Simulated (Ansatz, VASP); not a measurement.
## Cross-check of WC between VASP and Ansatz

Aim: how closely do two programs agree when they are given the same cell, functional and k mesh?

Program: Ansatz 0.2.0. Level of theory: plane waves, with VASP 6.6.1 beside it; single point at PBEsol. Results are calculated unless marked as measured.

## (1) Set-up

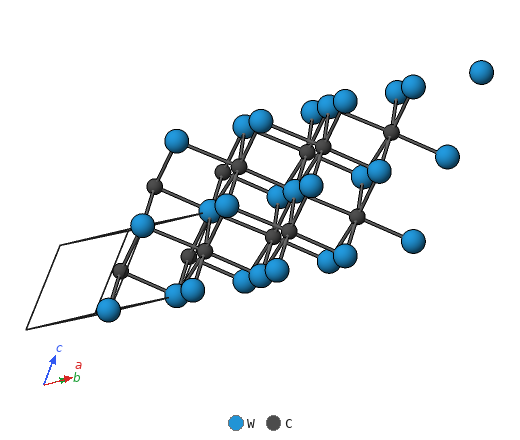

Start, viewed from a free direction; tungsten blue, carbon dark grey. 3×2×2 cells are drawn. Bonds to atoms that aren't drawn are left out. Some periodic images of atoms are drawn too.

Coordinates:

```cif
data_structure
_symmetry_space_group_name_H-M 'P1'
_symmetry_Int_Tables_number 1
_cell_length_a 3.1009
_cell_length_b 3.1009
_cell_length_c 3.1009
_cell_angle_alpha 60.000
_cell_angle_beta 60.000
_cell_angle_gamma 60.000
_cell_volume 21.08
loop_
_atom_site_label
_atom_site_type_symbol
_atom_site_symmetry_multiplicity
_atom_site_Wyckoff_symbol
_atom_site_fract_x
_atom_site_fract_y
_atom_site_fract_z
_atom_site_occupancy
W1 W 1 a 0.01944 0.98258 0.00280 1
C1 C 1 a 0.48984 0.51745 0.48678 1
```

## (2) VASP: single point, PBEsol

A single point gives forces, pressure and levels at one fixed geometry, so differences don't come from the geometry; what else differs is listed under the comparison.

Lines of VASP's logs that name or quote its potential files are left out, and so is its time.

Contents of INCAR:

```
SYSTEM = WC
PREC = Accurate
ENCUT = 520
EDIFF = 1E-06
NELM = 100
ISMEAR = 0
SIGMA = 0.5
LREAL = .FALSE.
ALGO = Normal
GGA = PS
NBANDS = 11
LASPH = .TRUE.
LORBIT = 11
LWAVE = .FALSE.
LCHARG = .FALSE.
KPAR = 2
ISIF = 2
```

Contents of POSCAR:

```
WC
1.0
    0.0000000000      2.1926840000      2.1926840000
    2.1926840000      0.0000000000      2.1926840000
    2.1926840000      2.1926840000      0.0000000000
W C
1 1
Direct
   -0.0174180000     -0.0048180000      0.0027980000
    0.5174460000      0.5059440000      0.4867750000
```

Contents of KPOINTS:

```
Automatic mesh
0
Gamma
9 9 9
0 0 0
```

Potentials, in the order of the species: W and C (PBE family, release 64).

Started as:

```console
$ mpirun -np 2 vasp_std
```

Numbers of over 12 decimals in the logs are rounded to 6 here.

The program printed:

```text
[banner, memory and clock lines left out]
running    2 mpi-ranks, on    1 nodes
 distrk:  each k-point on    1 cores,    2 groups
 distr:  one band on    1 cores,    1 groups

 POSCAR found type information on POSCAR W C
 POSCAR found :  2 types and       2 ions
|                                                                             |
|               ----> ADVICE to this user running VASP <----                  |
|                                                                             |
|     You enforced a specific xc type in the INCAR file but a different       |
|     [... a line on the potential file left out ...]
|     I HOPE YOU KNOW WHAT YOU ARE DOING!                                     |
|                                                                             |

 LDA part: xc-table for (Slater+PW92), standard interpolation
 POSCAR, INCAR and KPOINTS ok, starting setup
 FFT: planning ... GRIDC
 FFT: planning ... GRID_SOFT
 FFT: planning ... GRID
 WAVECAR not read
 entering main loop
       N       E                     dE             d eps       ncg     rms          rms(c)
DAV:   1     0.214616068498E+02    0.21462E+02   -0.49823E+03  8038   0.818E+02
DAV:   2    -0.244717336960E+02   -0.45933E+02   -0.43521E+02  9421   0.196E+02
DAV:   3    -0.263965666476E+02   -0.19248E+01   -0.18891E+01 10050   0.332E+01
DAV:   4    -0.264116366705E+02   -0.15070E-01   -0.15047E-01  8842   0.332E+00
DAV:   5    -0.264117233050E+02   -0.86634E-04   -0.86625E-04  9758   0.223E-01    0.333E+01
DAV:   6    -0.231785143910E+02    0.32332E+01   -0.15777E+01  9316   0.240E+01    0.106E+01
DAV:   7    -0.231016602070E+02    0.76854E-01   -0.76943E-01  8327   0.681E+00    0.845E+00
DAV:   8    -0.230647556398E+02    0.36905E-01   -0.13493E-01  9146   0.269E+00    0.257E+00
DAV:   9    -0.230568757505E+02    0.78799E-02   -0.21663E-02  8804   0.950E-01    0.318E-01
DAV:  10    -0.230566840854E+02    0.19167E-03   -0.10492E-03  9399   0.291E-01    0.220E-01
DAV:  11    -0.230566688975E+02    0.15188E-04   -0.10202E-04  9255   0.677E-02    0.901E-03
DAV:  12    -0.230566649785E+02    0.39190E-05   -0.37246E-06  7075   0.129E-02    0.138E-02
DAV:  13    -0.230566646296E+02    0.34897E-06   -0.52225E-07  5092   0.720E-03
   1 F= -.23056665E+02 E0= -.22988646E+02  d E =-.136037E+00
```

Parts of OUTCAR (step 2):

```text
ion  position               nearest neighbor table
   1  0.983  0.995  0.003-   2 2.09   2 2.15   2 2.18   2 2.21   2 2.24   2 2.29
   2  0.517  0.506  0.487-   1 2.09   1 2.15   1 2.18   1 2.21   1 2.24   1 2.29

  LATTYP: Found a face centered cubic cell.
 ALAT       =     4.3853680000

 Subroutine GETGRP returns: Found  1 space group operations
 (whereof  1 operations were pure point group operations)

The static configuration has the point symmetry C_1 .

 Found    365 irreducible k-points:

   k-points           NKPTS =    365   k-points in BZ     NKDIM =    365   number of bands    NBANDS=     11

   dimension x,y,z NGX =    24 NGY =   24 NGZ =   24
   dimension x,y,z NGXF=    48 NGYF=   48 NGZF=   48

   ENCUT  =  520.0 eV  38.22 Ry    6.18 a.u.   5.77  5.77  5.77*2*pi/ulx,y,z

   NELECT =      10.0000    total number of electrons

 k-points in reciprocal lattice and weights: Automatic mesh
   0.00000000  0.00000000  0.00000000       0.001
   0.11111111  0.00000000  0.00000000       0.003
   0.00000000  0.11111111  0.00000000       0.003
   0.00000000  0.00000000  0.11111111       0.003
   0.11111111  0.11111111  0.11111111       0.003
   0.22222222  0.00000000  0.00000000       0.003
   0.00000000  0.22222222  0.00000000       0.003
   0.00000000  0.00000000  0.22222222       0.003
   0.22222222  0.22222222  0.22222222       0.003
[...]
-0.44444444  0.22222222 -0.22222222       0.003
   0.22222222  0.44444444 -0.33333333       0.003

 average (electrostatic) potential at core
       1 -37.1705       2 -46.3551

 E-fermi :   9.4489

 k-point     1 :       0.0000    0.0000    0.0000
  band No.  band energies     occupation
    ...
      5       7.5291      2.00000
      6       8.3237      1.99854
      7       8.9088      1.87343
      8       9.1199      1.64792
      9       9.6816      0.51048
     10      16.0016      0.00000
     11      19.5019      0.00000

 k-point     2 :       0.1111    0.0000    0.0000
  band No.  band energies     occupation
    ...
      3       6.0028      2.00000
      4       6.1693      2.00000
      5       7.3222      2.00000
      6       7.5292      2.00000
      7       9.0698      1.71644
      8      11.0786      0.00000
      9      11.2814      0.00000
     10      16.6365      0.00000
     11      20.2838      0.00000

 k-point     3 :       0.0000    0.1111    0.0000
  band No.  band energies     occupation
    ...
      3       6.0331      2.00000
      4       6.3474      2.00000
      5       7.3445      2.00000
      6       7.4763      2.00000
      7       8.8616      1.90337
      8      11.0817      0.00000
      9      11.3962      0.00000
     10      16.6238      0.00000
     11      20.2838      0.00000

  Total       -1.2310072     -1.1237715     -0.5335156      0.0058184     -0.0516016      0.0144341
  in kB      -93.5433774    -85.3946109    -40.5414734      0.4421377     -3.9211697      1.0968359
  external PRESSURE =     -73.1598206 kB  Pullay stress =       0.0000000 kB

  energy-cutoff  :      520.00
  volume of cell :       21.08
      direct lattice vectors                 reciprocal lattice vectors
     0.000000000  2.192684000  2.192684000    -0.228031034  0.228031034  0.228031034
     2.192684000  0.000000000  2.192684000     0.228031034 -0.228031034  0.228031034
     2.192684000  2.192684000  0.000000000     0.228031034  0.228031034 -0.228031034

 POSITION                                       TOTAL-FORCE (eV/Angst)
 -----------------------------------------------------------------------------------
      2.18825      2.16063      4.33661        -0.080980      0.290241      0.706709
      2.17672      2.20194      2.24397         0.080980     -0.290241     -0.706709
 -----------------------------------------------------------------------------------
    total drift:                               -0.000037      0.000008      0.000036

  FREE ENERGIE OF THE ION-ELECTRON SYSTEM (eV)
  ---------------------------------------------------
  free  energy   TOTEN  =       -23.0566646296 eV

  energy  without entropy=      -22.9206279936  energy(sigma->0) =      -22.98864631

 total charge
# of ion       s       p       d       tot
------------------------------------------
    1        0.561   0.771   4.337   5.670
    2        0.855   1.566   0.000   2.421
--------------------------------------------------
tot          1.416   2.337   4.337   8.091

[... 3 further parts left out ...]
```

The run ends at a pressure of -7.32 GPa, with forces up to 0.77 eV/Å.

## (3) Ansatz: single point, PBEsol

Ansatz runs on its default PAW (the set named soft_2) files.

The same cell, functional, mesh and smearing now go to Ansatz, which takes its cutoff from its data sets.

Contents of input.yaml:

```yaml
crystal:
  lattice:
    - [0.0, 2.192684, 2.192684]
    - [2.192684, 0.0, 2.192684]
    - [2.192684, 2.192684, 0.0]
  atoms:
    - { symbol: W, position: [-0.017418, -0.004818, 0.002798] }
    - { symbol: C, position: [0.517446, 0.505944, 0.486775] }
hamiltonian:
  xc: pbesol
  pseudopotentials: { kind: paw }
kpoints:
  mp_grid: { grid: [9, 9, 9] }
scf:
  occupations: { method: gaussian, width: 0.5 }
  n_extra_bands: 4
output:
  forces: true
  stress: true
  eigenvalues: true
```

Started as:

```console
$ ansatz run input.yaml --threads 2 --pin off --max-ram 4608MiB --backend cpu --events-out ev --progress --plain --runs-dir out
```

The program printed:

```text
scf.n_extra_bands = 4 over 9 filled bands (N_el = 18.0): the run solves 13 bands
Engine: ansatz 0.2.0, aarch64-unknown-linux-gnu
Pseudopotentials: kind: paw
Pseudopotential: W, paw, valence charge 14, recommended cutoff 420 eV (normal), W.paw.azcp
Pseudopotential: C, paw, valence charge 4, recommended cutoff 420 eV (normal), C.paw.azcp
Functional definition: PBEsol
  exchange = pbesol_x
  correlation = pbesol_c
Crystal: 2 atoms, lattice volume = 21.084 Å³
Basis set: ecut = 420 eV, 411 PW (Γ), exchange–correlation on 48×48×48 points (8 copies of the dense FFT grid, shifted against one another)
Bands: 13, of which v1, the nominal top of the filled ones, is band 9 counted from 1 (8 counted from 0)
Symmetry: 1 space group operations
Space group: P1 (ITA 1), of the structure as read, at distance tolerance 2.8e-5 Å
k-points: 365 of 729 (time reversal used)
Non-local potential: W, projectors of the file, l = 0: 3, l = 1: 2, l = 2: 2, l = 3: 1
Non-local potential: C, projectors of the file, l = 0: 2, l = 1: 2, l = 2: 1
PAW form: soft (Blöchl's): semilocal exchange-correlation on the pseudo side does not see the compensation charge
PAW frozen core: W, regenerated for the run's functional, and the local potential with it (the file was generated under x = pbe(κ = 0.804, μ = 0.219515), c = pbe(β = 0.066725))
PAW frozen core: C, regenerated for the run's functional, and the local potential with it (the file was generated under x = pbe(κ = 0.804, μ = 0.219515), c = pbe(β = 0.066725))
PAW one-centre angular grid: W, 590 points (default); XC on 64 Gauss nodes
PAW one-centre angular grid: C, 110 points (default); XC on 64 Gauss nodes
Initial density: superposition of atomic densities (neutral atoms: chi_scale 0, normalization atom), corrected by the library's trained network
Initial wavefunctions: pseudopotential atomic-orbital guess
Functional: x = pbesol(κ = 0.804, μ = 0.123457), c = pbesol(β = 0.046)
SCF iter   1: F=—  HF=-10502.830447 eV  |F-HF|=—  |Δ(HF+E_count)|=         —  Δρ=7.33e-3  dr2=1.07e-2  ethr=1.77e-3  ⟨swp⟩=5.1  Hψ=24598  notcnv=0
preconditioner: auto → none  [metal: Δε(μ)=0.014 eV  Ē_g=9.747 eV  σ=0.500 eV  W_gap=0.02  n_scr=8 (ndim 8)  ℏωp=25.6 eV  f_vac=0.000  D(μ)=1.08/eV (n_scr^D=14)  sad-step TF]
SCF iter   2: F=—  HF=-10502.829068 eV  |F-HF|=—  |Δ(HF+E_count)|=   1.38e-3  Δρ=4.58e-3  dr2=4.56e-3  ethr=5.94e-5  ⟨swp⟩=1.0  Hψ=7665  notcnv=0
SCF iter   3: F=—  HF=-10502.828154 eV  |F-HF|=—  |Δ(HF+E_count)|=   9.15e-4  Δρ=4.11e-4  dr2=1.93e-5  ethr=2.54e-5  ⟨swp⟩=2.0  Hψ=6042  notcnv=0
SCF iter   4: F=—  HF=-10502.828140 eV  |F-HF|=—  |Δ(HF+E_count)|=   1.40e-5  Δρ=9.33e-5  dr2=1.24e-6  ethr=1.07e-7  ⟨swp⟩=2.0  Hψ=7762  notcnv=0
iter 5 did not close the SCF: its close was put off for the readings that it lacked (scf_convergence_deferred on its scf_iter line)
SCF iter   5: F=-10502.828140 eV  HF=-10502.828140 eV  |F-HF|=2.61e-8  |Δ(HF+E_count)|=   6.15e-8  Δρ=1.61e-5  dr2=4.08e-8  ethr=6.90e-9  ⟨swp⟩=2.1  Hψ=6341  notcnv=0
SCF iter   6: F=-10502.828140 eV  HF=-10502.828140 eV  |F-HF|=8.71e-10  |Δ(HF+E_count)|=   1.18e-8  Δρ=4.35e-6  dr2=2.04e-9  ethr=2.27e-10  ⟨swp⟩=2.5  Hψ=16726  notcnv=0
SCF 1 converged in 6 iterations: F = -10502.828140 eV  dr2 = 2.04e-9
  greatest PAW one-centre occupation: 1.000 electrons in one spin orbital (limit 2), on the W atom at site 0 (counted from 0), in its partial waves of l = 0
SCF converged after 6 iterations
Free energy (F): -10502.828140 eV
Harris-Foulkes:  -10502.828140 eV  (|F-HF|=8.71e-10)
Internal energy: -10502.692934 eV  (E = F + TS)
E sigma→0 (E₀):  -10502.760537 eV
Entropy (-TS):   -0.135206 eV (-67.603 meV/atom)
Fermi energy:    21.540282 eV
--- Per-component energies (eV) ---
  E_band       = -63.864883
  E_kinetic    = 541.308862
  E_local      = -664.987390  (includes V_loc(G=0)·N_el)
  E_nonlocal   = 29.108429
  E_hartree    = 231.722888
  E_xc         = -313.812480
  E_vxc        = -299.136411  (∫ρ·V_xc dr)
  E_paw        = -8531.049979  (= ΣΔE_a)
  E_vpaw       = -133.603712  (= ΣTr[D̂ρ^β])
  E_aug_tail   = -0.000061  (compensation charges beyond the density's cutoff)
  E_ewald      = -1795.226096
  E_core_change = 0.242893  (= ΣΔE_core)
  E_smearing   = -0.135206  (= −TS)
  E_closure    = 0.000000  (closes the sum)
  Σ components = -10502.828140   (vs F -10502.828140, Δ=0.00e0)
--- Forces (eV/Å), atoms counted from 1 ---
  atom   1  W     -0.07794282     0.27876170     0.67530824
  atom   2  C      0.07794217    -0.27875626    -0.67529542
  max |Σ_I F_I| component: 1.28e-5 eV/Å
--- Stress (GPa, compression-positive) ---
       -9.342146       0.039643       0.099710
        0.039643      -8.565576      -0.356907
        0.099710      -0.356907      -4.288301
  P = ⅓ Tr σ = -7.3987 GPa (-73.987 kbar)
--- Band table (eV; the first three rows and the last of 365) ---
  k-point 0: bands = [... 5 lower, 18.5496, 18.5819, 18.8569, 19.6051, 20.4165, 20.9330, 21.1691, 21.7400]
  k-point 1: bands = [... 5 lower, 17.4698, 18.1170, 18.4062, 19.4254, 19.5985, 20.9228, 23.1444, 23.4323]
  k-point 2: bands = [... 5 lower, 15.7343, 16.7331, 16.9090, 20.2100, 20.2573, 21.4394, 25.7205, 25.9027]
  k-point 364: bands = [... 5 lower, 12.2342, 15.1577, 15.2787, 22.3567, 22.5093, 23.6849, 27.3810, 29.4231]
```

Wall time 11 s (2 threads of Arm Neoverse N1, shared host); peak memory 0.4 GiB.

The run ends at a pressure of -7.40 GPa, with forces up to 0.73 eV/Å.

## (4) Differences

Known differences besides the PAW data sets themselves: the data sets hold 18 valence electrons in Ansatz (default PAW (the set named soft_2) files) and 10 in VASP; the cutoff is 420 eV in Ansatz and 520 eV in VASP; Ansatz makes its cores anew for this functional, VASP keeps those of its PBE data sets. Total energies have different zeros and are not compared.

Both answers:

```tsv
quantity	Ansatz	VASP	difference
pressure (GPa)	-7.40	-7.32	-0.08
```

Forces (eV/Å; atoms numbered as in POSCAR):

```tsv
atom	Ansatz x, y, z	VASP x, y, z
W1	-0.078, 0.279, 0.675	-0.081, 0.290, 0.707
C2	0.078, -0.279, -0.675	0.081, -0.290, -0.707
```

The forces differ by 19 meV/Å r.m.s., which is 4.4 % of the r.m.s. force of 0.44 eV/Å (both taken over all components). Ansatz's pressure holds a Pulay correction of 0.32 GPa; VASP's holds none.

## (5) Looking for the cause

The difference is large enough to ask for its cause, so further runs change the set-up of one program at a time, as the table lists.

```tsv
run	r.m.s. force difference (% of the r.m.s. force)
as above	4.4
cores kept as stored, as VASP does, whose cores stay as stored	4.2
Ansatz's larger PAW set (cutoff 880 eV)	4.8
norm-conserving potentials (cutoff 1116 eV)	3.7
```

## (6) Outcome

```json
{
 "r.m.s. force difference (single point, PBEsol)": "4.4 % of the r.m.s. force"
}
```

What this shows: The r.m.s. force difference is 4.4 % of the r.m.s. force (single point, PBEsol), beyond the 3 % picked in this series as the mark of a large difference. For single point, PBEsol: no further run halves the r.m.s. force difference; only Ansatz's side was varied, and Ansatz's runs with other potentials lie closer to each other than to VASP, which for this quantity points to VASP's side; this was not tested here. 1 further run on this material is not shown. How closely two codes agree says nothing of how well the functional describes the real material.

[Lines on the potential files, build, host, timing and source positions are cut from VASP's logs without a mark.]

[Logs are printed without paths, hosts, clocks, repeated set-up lines and the standing remarks that a program may print on its own settings, such as how far it seeks lower states.]

[Hosts, paths, dates, database ids (printed as entryN), source tags and the programs' standing remarks are cut or masked in the printed files.]
